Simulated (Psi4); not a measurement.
# InH2Cl (SMILES [H][In]([H])[Cl]) at CAM-B3LYP/def2-SVP (core potential, sweep point 4)

Aim: the vertical ionisation energy of InH2Cl at CAM-B3LYP/def2-SVP (core potential, sweep point 4), from 2 runs. 

The calculation is run with Psi4 1.11.

4 further runs of the same task are left out: 4 set aside as unsound or not needed.

**1. The structure to begin with**

InH2Cl: 4 atoms, total charge 0, spin state singlet. As SMILES, `[H][In]([H])[Cl]`. The shape comes from GFN2-xTB, which is rough for such elements, and wasn't checked as a minimum.

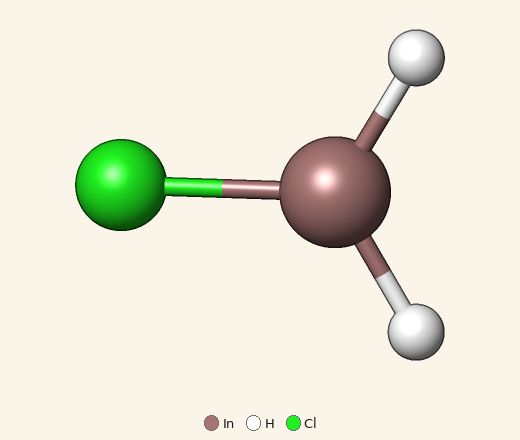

Viewed from a chosen angle; indium brown, hydrogen white, chlorine green.

**2. The energy at CAM-B3LYP/def2-SVP (core potential, sweep point 4)**

Contents of job.inp:

```
memory 1600 mb

molecule m {
  In     0.070210     0.117850    -0.000370
  H      1.783010     0.101380     0.011370
  H     -0.755080     1.618480    -0.019870
  Cl    -1.098140    -1.837720     0.008870
  units angstrom
  symmetry c1
}

set globals {
  puream               true
  scf_type             pk
  dft_radial_points    50
  dft_spherical_points 194
}

e, wfn = energy('cam-b3lyp/def2-SVP', return_wfn=True)
print_variables()
```

The run is started by

```sh
$ psi4 job.inp job.out -n 1
```

job.out:

```text
[...]
    !!!  WARNING: ECP capability is in beta. Please check occupations closely.  !!!
[...]
  Running in c1 symmetry.
[...]
  Nuclear repulsion =  101.265289562941149
[...]
  Multiplicity = 1
[...]
  Nalpha       = 20
  Nbeta        = 20
[...]
    Number of basis functions: 54
[...]
   @RKS iter   1:  -651.34811603742196   -1.11807e+00   5.23049e-03 ADIIS/DIIS
[...]
   @RKS iter   7:  -651.39305188698586   -2.18618e-08   4.67318e-07 DIIS
[...]
    Orbital Energies [Eh]
    ---------------------
    Doubly Occupied:
       1A   -101.549188     2A     -9.504329     3A     -7.271400
       4A     -7.266486     5A     -7.265261     6A     -4.775853
       7A     -3.186414     8A     -3.177597     9A     -3.173979
      10A     -0.904347    11A     -0.865860    12A     -0.864781
      13A     -0.862495    14A     -0.860452    15A     -0.828046
      16A     -0.512327    17A     -0.395417    18A     -0.392654
      19A     -0.376236    20A     -0.342645
[...]
  @RKS Final Energy:  -651.39305188698586
   => Energetics <=
    Nuclear Repulsion Energy =            101.2652895629411489
    One-Electron Energy =               -1173.3066415141638572
    Two-Electron Energy =                 454.8068419955147874
    DFT Exchange-Correlation Energy =     -34.1585419312780445
    Empirical Dispersion Energy =           0.0000000000000000
    VV10 Nonlocal Energy =                  0.0000000000000000
    Total Energy =                       -651.3930518869858588
[...]
 Multipole Moments:
 ------------------------------------------------------------------------------------
     Multipole            Electronic (a.u.)      Nuclear  (a.u.)        Total (a.u.)
 ------------------------------------------------------------------------------------
 L = 1.  Multiply by 2.5417464519 to convert [e a0] to [Debye]
 Dipole X            :         16.3182565          -15.9692307            0.3490258
 Dipole Y            :         27.3160651          -26.7309688            0.5850963
 Dipole Z            :         -0.1276997            0.1252654           -0.0024343
 Magnitude           :                                                    0.6812948
[...]
```

It took 2.5 s on 1 thread of Intel Xeon Platinum 8488C (Sapphire Rapids), shared host; peak memory 0.27 GiB.

**3. The doublet cation, same level**

Contents of job.dat:

```
memory 1600 MB

molecule geom {
  1 2
  In     0.070210     0.117850    -0.000370
  H      1.783010     0.101380     0.011370
  H     -0.755080     1.618480    -0.019870
  Cl    -1.098140    -1.837720     0.008870
  symmetry c1
}

set globals {
  reference            uks
  puream               true
  scf_type             pk
  dft_radial_points    50
  dft_spherical_points 194
  maxiter              150
}

energy_value = energy("cam-b3lyp/def2-SVP")
```

The run is started by

```sh
$ psi4 -n 1 job.dat job.out
```

job.out:

```text
[...]
    !!!  WARNING: ECP capability is in beta. Please check occupations closely.  !!!
[...]
  Running in c1 symmetry.
[...]
  Nuclear repulsion =  101.265289562941149
[...]
  Multiplicity = 2
[...]
  Nalpha       = 20
  Nbeta        = 19
[...]
    Number of basis functions: 54
[...]
   @UKS iter   1:  -650.97364350647911   -7.43597e-01   4.01332e-03 DIIS/ADIIS
[...]
   @UKS iter  10:  -651.00723206445741   -3.81828e-07   8.55023e-07 DIIS
[...]
   @S^2 Observed:                7.735190439E-01
[...]
    Orbital Energies [Eh]
    ---------------------
    Alpha Occupied:
       1A   -101.824655     2A     -9.777865     3A     -7.546468
       4A     -7.542418     5A     -7.537021     6A     -5.033055
       7A     -3.439430     8A     -3.435104     9A     -3.434793
      10A     -1.163892    11A     -1.124109    12A     -1.123449
      13A     -1.116913    14A     -1.116139    15A     -1.087209
      16A     -0.771618    17A     -0.665017    18A     -0.651455
      19A     -0.621412    20A     -0.621383
    Alpha Virtual:
      21A     -0.243352    22A     -0.219858    23A     -0.125410
      24A     -0.085398    25A     -0.036185    26A     -0.007707
[...]
  @UKS Final Energy:  -651.00723206445741
   => Energetics <=
    Nuclear Repulsion Energy =            101.2652895629411489
    One-Electron Energy =               -1162.9603143757522048
    Two-Electron Energy =                 444.6421139907500901
    DFT Exchange-Correlation Energy =     -33.9543212423965954
    Empirical Dispersion Energy =           0.0000000000000000
    VV10 Nonlocal Energy =                  0.0000000000000000
    Total Energy =                       -651.0072320644575257
[...]
 Multipole Moments:
 ------------------------------------------------------------------------------------
     Multipole            Electronic (a.u.)      Nuclear  (a.u.)        Total (a.u.)
 ------------------------------------------------------------------------------------
 L = 1.  Multiply by 2.5417464519 to convert [e a0] to [Debye]
 Dipole X            :         16.4321331          -15.9692307            0.4629024
 Dipole Y            :         27.5050897          -26.7309688            0.7741209
 Dipole Z            :         -0.1288368            0.1252654           -0.0035714
 Magnitude           :                                                    0.9019726
[...]
```

Wall time 3.3 s (1 thread of Intel Xeon Platinum 8488C (Sapphire Rapids), shared host); peak memory 0.27 GiB.

**4. What came out**

Level: CAM-B3LYP/def2-SVP (core potential, sweep point 4).

| quantity | value |
| --- | --- |
| singlet InH2Cl: total energy | -651.39305 Eh |
| singlet InH2Cl: dipole moment | 1.73 D |
| singlet InH2Cl: HOMO energy | -9.32 eV |
| singlet InH2Cl: LUMO energy | -0.95 eV |
| singlet InH2Cl: HOMO–LUMO gap | 8.37 eV |
| doublet cation: total energy | -651.00723 Eh |
| doublet cation: HOMO energy (highest over α and β) | -16.07 eV |
| doublet cation: LUMO energy (lowest over α and β) | -11.66 eV |
| doublet cation: ⟨S²⟩ | 0.774 |
| vertical ionisation energy (to the doublet cation) | 10.499 eV |

What this shows: The vertical ionisation energy comes to 10.50 eV (1013 kJ/mol). −ε(HOMO) before ionisation, 9.32 eV, is 1.17 eV below this ionisation energy.
